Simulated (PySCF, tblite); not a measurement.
# BH5O6Si3, a fragment of a glass network (fused 3-rings): NMR shifts, core binding energies and electronic excitations

Wanted: the NMR shifts, core binding energies and electronic excitations for `OB1O[SiH]2O[SiH2]O[SiH](O1)O2`. It is drawn as: B3 Si Si Si, H ends, O bridges.

Programs: tblite 0.8.0 and PySCF 2.14.0. All values are calculated, for the isolated system unless a continuum is named. Atoms count from 0, parts from 1.

### Step 1. Starting point

15 atoms, charge 0, multiplicity 1; geometry: distance geometry start.

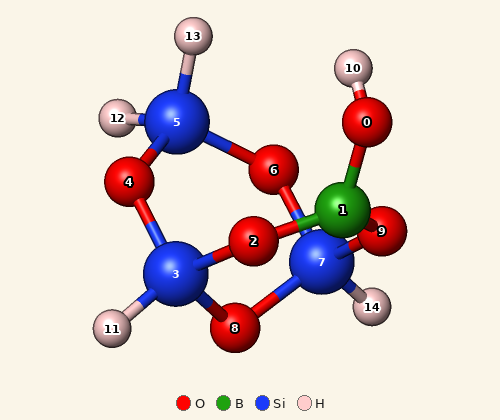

The starting geometry (oxygen red, boron green, silicon blue, hydrogen pink), atoms numbered.

### Step 2. Relaxing the cluster with GFN2-xTB

Job settings and geometry (Å):

```
{"job": {"kind": "relax", "xc": "GFN2-xTB", "basis": "xTB"}, "charge": 0, "multiplicity": 1}
O     -0.013720    -2.375909    -2.658404
B     -0.211407    -2.598904    -1.163249
O      0.964273    -2.272140    -0.294922
Si     0.919869    -1.167531     1.090294
O      0.937762     0.493296     0.508481
Si    -0.492197     1.370538    -0.072294
O     -1.958944     0.410437     0.099065
Si    -2.009068    -1.255145     0.676405
O     -0.686372    -1.412348     1.870175
O     -1.612781    -2.353786    -0.651643
H     -0.119911    -1.545152    -3.101790
H      1.968783    -1.403305     2.003576
H     -0.643983     2.573079     0.690362
H     -0.296076     1.718026    -1.439236
H     -3.239949    -1.558325     1.261577
```

Level: GFN2-xTB geometry optimisation, gas phase.

Run with:

```
OMP_NUM_THREADS=1 python cluster_run.py task.json out
```

The driver reads the jobs from task.json and runs them one after another.

**Question.** The jobs that follow are: PBE0-D3(BJ)/def2-SVP geometry optimisation, gas phase; GIAO PBE0/pcSseg-1 NMR shielding, non-relativistic, gas phase; delta-SCF UKS SCAN, pcX-2 on the ionised atom, pcseg-1 elsewhere, spin-free X2C; TDDFT CAM-B3LYP/def2-SVPD, vertical, gas phase, core orbitals frozen in the response. Predict: point group; rotational constants (main isotopes); ¹H shifts against TMS (PBE0/pcSseg-1); ¹⁷O shifts against H2O (PBE0/pcSseg-1); ¹¹B shifts against BF3·OEt2 (PBE0/pcSseg-1); ²⁹Si shifts against TMS (PBE0/pcSseg-1); O1s binding energies, SCAN/pcX-2 (standing for 3 of 6 atoms); B1s binding energies, SCAN/pcX-2; Si2p binding energies, SCAN/pcX-2 (standing for 1 of 3 atoms); lowest singlet (CAM-B3LYP/def2-SVPD); brightest single state of those computed; lowest triplet; vertical ionisation energy (ΔSCF).

**Answer**, as computed:

| quantity | value |
| --- | --- |
| point group | C1 |
| rotational constants (main isotopes) | 1.39, 0.84, 0.73 GHz |
| ¹H shifts against TMS (PBE0/pcSseg-1) | 5.18, 5.10, 4.66, 4.61, 3.37 ppm |
| ¹⁷O shifts against H2O (PBE0/pcSseg-1) | 141.5, 138.2, 132.7, 114.6, 114.3, 101.3 ppm |
| ¹¹B shifts against BF3·OEt2 (PBE0/pcSseg-1) | 16.5 ppm |
| ²⁹Si shifts against TMS (PBE0/pcSseg-1) | -27.5, -54.2, -54.4 ppm |
| O1s binding energies, SCAN/pcX-2 (standing for 3 of 6 atoms) | O0 539.26, O9 538.65, O2 538.55 eV |
| B1s binding energies, SCAN/pcX-2 | B1 198.70 eV |
| Si2p binding energies, SCAN/pcX-2 (standing for 1 of 3 atoms) | Si3 109.01 eV |
| lowest singlet (CAM-B3LYP/def2-SVPD) | 7.92 eV (157 nm), f = 0.000 |
| brightest single state of those computed | state 4, 8.73 eV, f = 0.088 |
| lowest triplet | 7.48 eV |
| vertical ionisation energy (ΔSCF) | 11.14 eV |

**Reading.** The start of the PBE0/def2-SVP relaxation was shaken at random by about 0.01 Å, so part of the energy gained, and of the first lengths quoted, undoes that. Over 4 steps the energy fell by 0.387 eV; of the close pairs, Si7–O9 changed most, 1.612 to 1.665 Å (PBE0/def2-SVP). At PBE0/pcSseg-1: Shielding is most anisotropic at O0 (span 136 ppm, paramagnetic term -152 ppm). At SCAN/pcX-2: O0 (oxygen bonded to B, H) binds its O1s electron 0.72 eV more tightly than O2 (oxygen bonded to B, Si). Only 3 of the 6 O atoms are covered by sound results. The lowest singlet, at 7.92 eV, is HOMO→LUMO+1 0.85 and is dark; of the 6 states computed, the strongest absorption comes from state 4 at 8.73 eV (the last state computed absorbs too, and its partners may lie past the list). The lowest triplet lies 0.44 eV below the lowest singlet (triplets in Tamm-Dancoff, singlets in full TDDFT). ΔSCF puts the ionisation energy at 11.14 eV, 0.82 eV above −ε(HOMO). A capped cluster stands for the solid here, so long-range fields and strain are missing, and bands or shifts of the capping hydrogens have no counterpart in it.
